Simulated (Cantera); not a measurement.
Charge: 1 mol SiH₂Cl₂, 2.3 mol HCl, 29 mol N₂, equilibrated at 1.50 mbar.

Equilibrium computed with Cantera from the NASA thermochemical tables; the gas is ideal and each condensed phase is pure. Candidate condensed phases: NH₄Cl, Si, Si₃N₄; 28 gas species. N₂ is the only nitrogen source here; it is nearly inert below about 1500 K, so the nitride shown seldom forms there in practice. The tables' values for SiCl₃, SiCl are old estimates; treat these amounts as uncertain. Equilibrium is a limit: real reactors are often held back by kinetics, nucleation or transport.

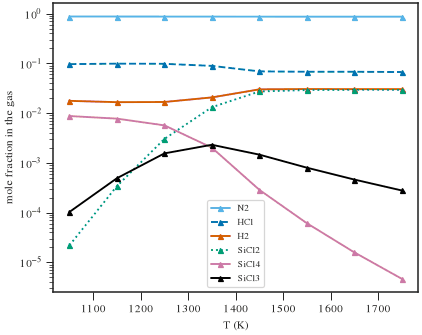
Figure. Equilibrium gas composition (values under 1e-9 drawn at 1e-9)

From 1050 K to 1450 K the condensed part is Si₃N₄(s). From 1550 K to 1750 K nothing is condensed. The main Si-bearing gas is SiCl₄ at 1050 K and SiCl₂ at 1750 K.
